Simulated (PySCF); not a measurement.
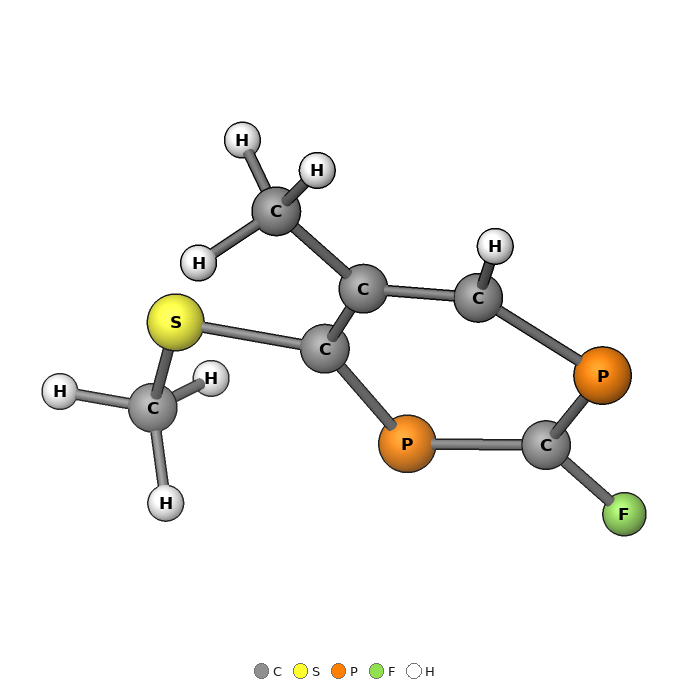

The picture shows a molecular structure as a ball-and-stick model. Every bond is drawn as one stick, whatever its order.

What does the picture show?

It has 17 atoms: 6 carbon, 7 hydrogen, 1 fluorine, 2 phosphorus and 1 sulfur (C₆H₇FP₂S). Its SMILES string is `CSc1pc(F)pcc1C`. Independent rings (smallest set): 1 of 6 members, 1 of them aromatic. Among its groups: thioether, C–F bond. The point group is Cs. Coordination: 2 C tetrahedral; 1 S bent; 4 C trigonal planar; 2 P bent.

The parts below concern this one geometry. Atoms keep their numbers from picture to picture. The computed structure is the end point of a PBE0-D3(BJ)/def2-SVP optimisation. No frequency run is at hand to confirm it as a minimum.

### Shape

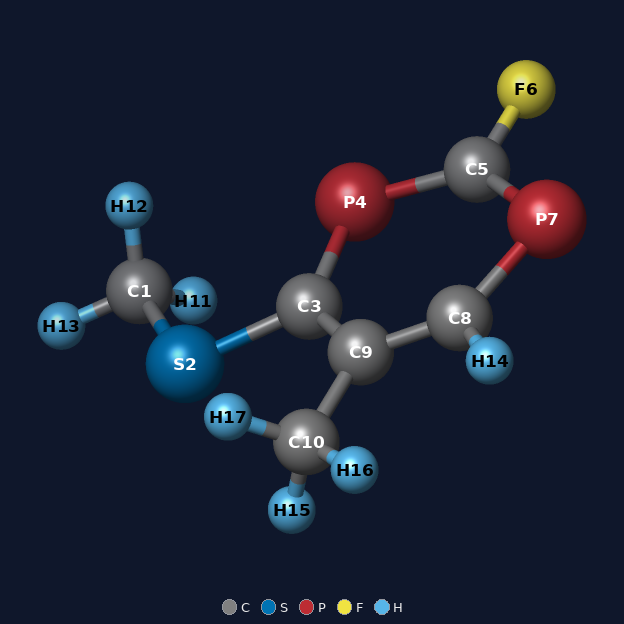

Numbered structure. No frequency run is at hand to confirm it as a minimum.

Estimate the angles C1–S2–C3, S2–C1–H11, S2–C1–H13, S2–C3–P4, C3–P4–C5, P4–C5–F6, P4–C5–P7, C5–P7–C8, F6–C5–P7, P7–C8–H14, C9–C8–H14, C9–C10–H15.

```json
{"angle": "C1–S2–C3", "degrees": "104.4"}
{"angle": "S2–C1–H11", "degrees": "111.8"}
{"angle": "S2–C1–H13", "degrees": "105.0"}
{"angle": "S2–C3–P4", "degrees": "117.7"}
{"angle": "C3–P4–C5", "degrees": "102.8"}
{"angle": "P4–C5–F6", "degrees": "112.5"}
{"angle": "P4–C5–P7", "degrees": "133.0"}
{"angle": "C5–P7–C8", "degrees": "100.4"}
{"angle": "F6–C5–P7", "degrees": "114.5"}
{"angle": "P7–C8–H14", "degrees": "112.3"}
{"angle": "C9–C8–H14", "degrees": "115.1"}
{"angle": "C9–C10–H15", "degrees": "111.0"}
```

### Charges

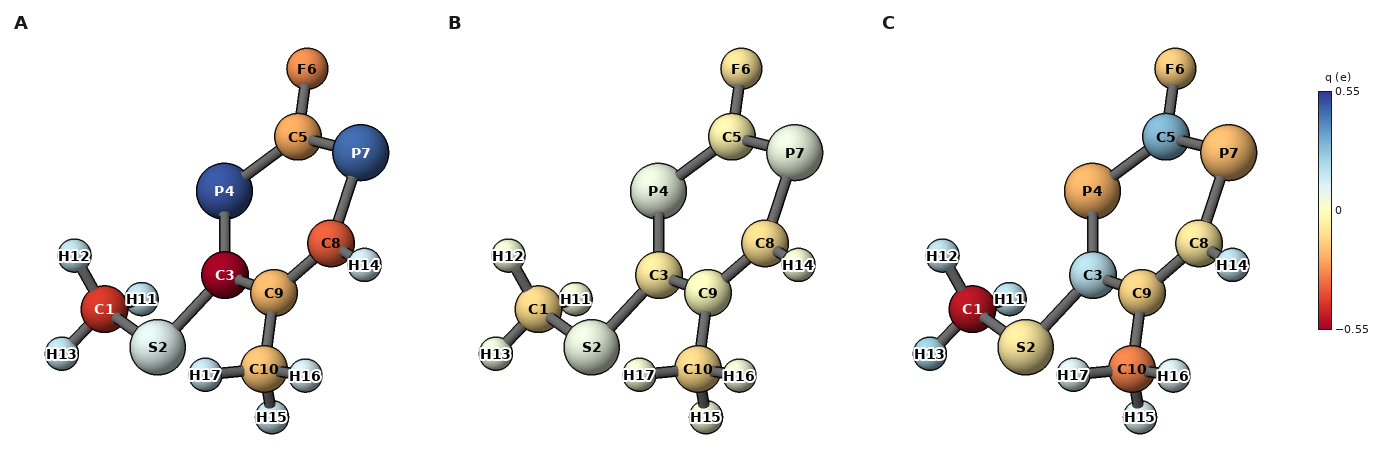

Atomic charges of one calculation by 3 schemes, on one colour scale. No frequency run is at hand to confirm it as a minimum. Method: PBE0/pcSseg-1 (PySCF 2.14.0).

The schemes are ESP-fitted, Hirshfeld, Mulliken. Which panel shows which?

Answer. A Mulliken, B Hirshfeld, C ESP-fitted.

List the charges (e), one line for each set of equivalent atoms.

```json
{"atom": "C1", "Mulliken": "−0.42", "Hirshfeld": "−0.12", "ESP-fitted": "−0.49"}
{"atom": "S2", "Mulliken": "0.10", "Hirshfeld": "0.07", "ESP-fitted": "−0.07"}
{"atom": "C3", "Mulliken": "−0.54", "Hirshfeld": "−0.07", "ESP-fitted": "0.19"}
{"atom": "P4", "Mulliken": "0.49", "Hirshfeld": "0.07", "ESP-fitted": "−0.19"}
{"atom": "C5", "Mulliken": "−0.22", "Hirshfeld": "−0.03", "ESP-fitted": "0.29"}
{"atom": "F6", "Mulliken": "−0.26", "Hirshfeld": "−0.08", "ESP-fitted": "−0.15"}
{"atom": "P7", "Mulliken": "0.45", "Hirshfeld": "0.07", "ESP-fitted": "−0.18"}
{"atom": "C8", "Mulliken": "−0.35", "Hirshfeld": "−0.10", "ESP-fitted": "−0.07"}
{"atom": "C9", "Mulliken": "−0.19", "Hirshfeld": "0.00", "ESP-fitted": "−0.13"}
{"atom": "C10", "Mulliken": "−0.16", "Hirshfeld": "−0.12", "ESP-fitted": "−0.29"}
{"atom": "H11, H12", "Mulliken": "0.18", "Hirshfeld": "0.04", "ESP-fitted": "0.18"}
{"atom": "H13", "Mulliken": "0.17", "Hirshfeld": "0.06", "ESP-fitted": "0.23"}
{"atom": "H14", "Mulliken": "0.14", "Hirshfeld": "0.05", "ESP-fitted": "0.17"}
{"atom": "H15, H17", "Mulliken": "0.16", "Hirshfeld": "0.04", "ESP-fitted": "0.11"}
{"atom": "H16", "Mulliken": "0.13", "Hirshfeld": "0.05", "ESP-fitted": "0.11"}
```

### Excitation

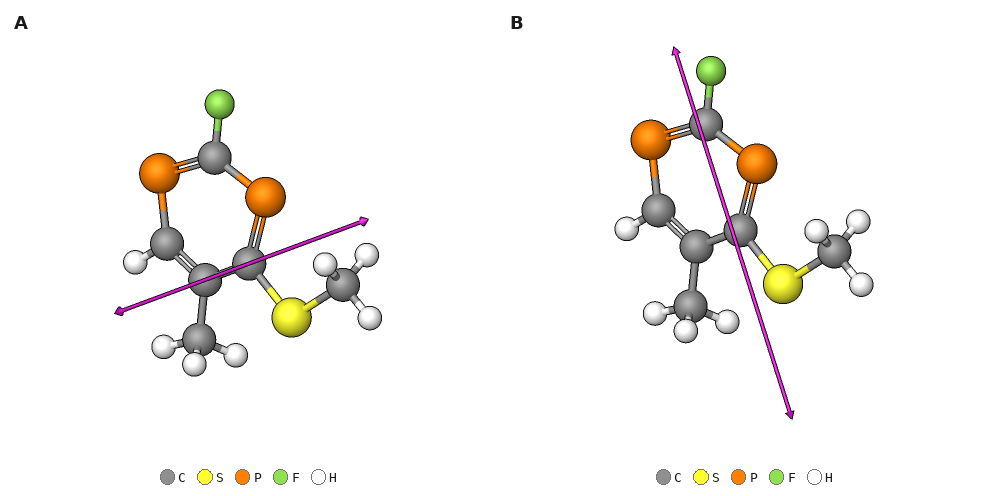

The double arrows show the directions of two transition dipoles from the ground state (lengths mean nothing). No frequency run is at hand to confirm it as a minimum. Level of theory: TDDFT ωB97X-D/def2-SVPD, vertical, gas phase, core orbitals frozen in the response (PySCF 2.14.0).

One belongs to singlet state 1 and one to singlet state 5. Which is which?

Answer. A: state 5, 4.87 eV (255 nm), oscillator strength 0.21, mainly HOMO−1 → LUMO (weight 0.54).
B: state 1, 3.73 eV (333 nm), oscillator strength 0.054, mainly HOMO → LUMO (weight 0.51).

### Quadrupole coupling

No frequency run is at hand to confirm it as a minimum. Electric field gradients from the ground-state density, PBE0/pcSseg-1 in acetonitrile (IEF-PCM) (PySCF 2.14.0), non-relativistic apart from any core potentials.

Give the largest field-gradient component, the quadrupole coupling constant and the asymmetry for 33S at S2 (Q = −67.81 mb), 2H at H11 (Q = 2.86 mb), 2H at H13 (Q = 2.86 mb).

| atom | V_zz (a.u.) | e²qQ/h (MHz) | η |
| --- | --- | --- | --- |
| S2 | −2.383 | 38.0 | 0.86 |
| H11 | 0.285 | 0.192 | 0.05 |
| H13 | 0.288 | 0.193 | 0.06 |

### Ring current

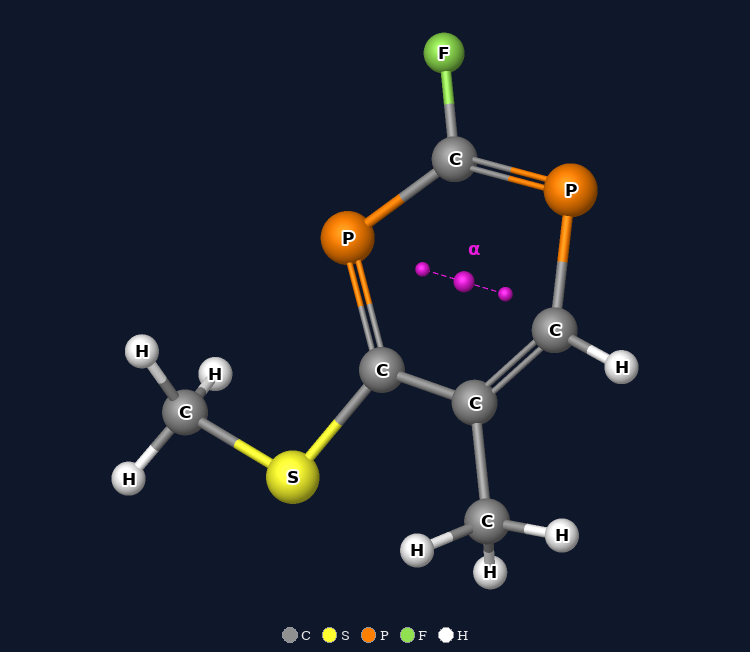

The small points mark where nucleus-independent chemical shifts (NICS) were computed: at the centre of each lettered ring and 1 Å above and below it. No frequency run is at hand to confirm it as a minimum. Level of theory: GIAO PBE0/pcSseg-1 NMR shielding, non-relativistic, IEF-PCM chloroform (PySCF 2.14.0).

Give NICS(0), NICS(1) and the out-of-plane component NICS(1)zz for each ring (means of the two sides).

```csv
ring,members,NICS(0),NICS(1),NICS(1)zz
α,C4P2,−7.9,−9.8,−22.0
```

Values in ppm.

What do the values say about the ring currents?

Answer. Ring α: diatropic, as in an aromatic ring. NICS is one index among several.

Mulliken values depend strongly on the basis set and can even reverse the polarity of a bond.
